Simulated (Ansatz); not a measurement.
Input

```
crystal:
  periodic: [false, false, false]
  atoms:
    - { symbol: In, position_ang: [1.595169, -1.93168, 0.19962] }
    - { symbol: H, position_ang: [0.114045, -1.225683, 1.038955] }
    - { symbol: Cl, position_ang: [-0.88097, -2.070434, -0.453147] }
    - { symbol: Cl, position_ang: [0.284966, -0.659016, 2.285102] }
    - { symbol: H, position_ang: [0.652108, 1.468884, -0.477452] }
    - { symbol: O, position_ang: [1.523972, 1.26836, -0.849656] }
    - { symbol: H, position_ang: [-1.229318, 0.041205, 0.45532] }
    - { symbol: O, position_ang: [-1.444962, 0.946459, 0.180887] }
    - { symbol: H, position_ang: [1.394816, 1.377088, -1.797265] }
    - { symbol: H, position_ang: [-2.009827, 0.784717, -0.582363] }
magnetization:
  spin_polarized: true
basis:
  gaussian: { orbitals: def2-SVP }
hamiltonian:
  xc: pbe0
  dispersion: d4
relax:
  f_tol: 0.03
  max_steps: 50
output:
  orbitals: {}
```

Command:

```sh
ansatz run input.yaml --threads 4 --pin off --max-ram 5120MiB --backend cpu --events-out ev --progress --plain --runs-dir out
```

The fields are those of the run's last geometry, not of the input's.

Core potentials replace the inner electrons of In.

Computed with UKS PBE0-D4/def2-SVP (Ansatz 0.2.0).

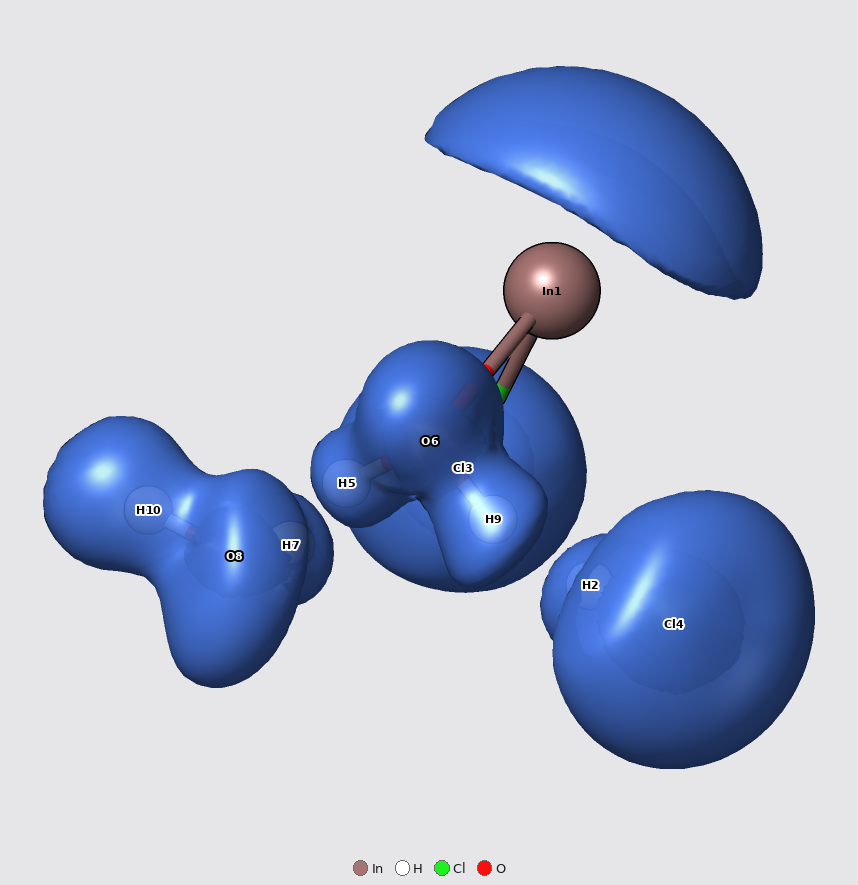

ClH2InO···HCl···H2O. Isosurface of the ELF at 0.75 (blue), seen from one side. Only the valence region is drawn (cores and ρ < 0.01 e/Å³ removed).

**Describe the localisation domains.**

The ELF exceeds this value in one lobe on In, pointing away from the bonds (lone pairs), one region wrapped around Cl (its valence shell), one joined region spread over several atoms (Cl, H), in which their bonds and any lone pairs are merged and two joined regions spread over several atoms (H, O), in which their bonds and any lone pairs are merged. Along the contacts the grid gives the following. O8···H5 (1.65 Å): the ELF dips to about 0.20 between them: by its geometry a hydrogen bond between the two molecules, with no shared pair. In–O (2.44 Å): the ELF peaks at about 0.90 in the valence shell of O, 0.7 Å from its nucleus, and drops to about 0.10 between the two atoms.
